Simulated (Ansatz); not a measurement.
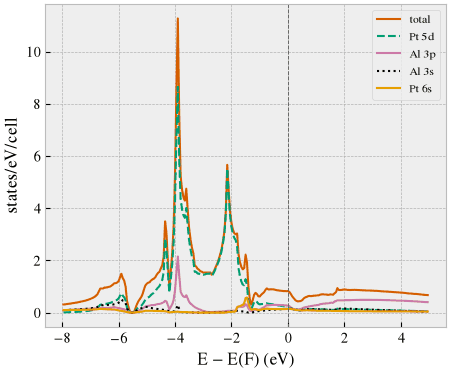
*Total and projected density of states of AlPt (rock salt, space group No. 225), DFT-PBE in the program Ansatz with PAW potentials*

Task: Which orbitals carry the states next to the Fermi level?

Result: Within 0.5 eV of the Fermi level: Al 3p 32 %, Pt 5d 28 %, Al 3s 18 %, Pt 6s 18 %. Projections are on Löwdin-orthogonalised atomic valence shells; empty p or d shells of many metals are not among them.

Task: Where is the tallest occupied peak in this window, and what makes it?

Result: Near -3.9 eV, about 11 states/eV per cell; the largest projected share is Pt 5d.

Space group Fm-3m (rock salt). The start of the workflow was typed in or built on a structure type; neither database checked (COD, Materials Project) lists it. Whether it is the stable phase at ambient conditions was not checked. Symmetry was held in the PBE relaxation; whether a distortion lowers the energy is not shown. No spin polarisation was allowed. Scalar-relativistic: spin–orbit coupling is off unless named, which matters more the heavier the elements.

Potentials: the earlier of the program's two PAW sets.
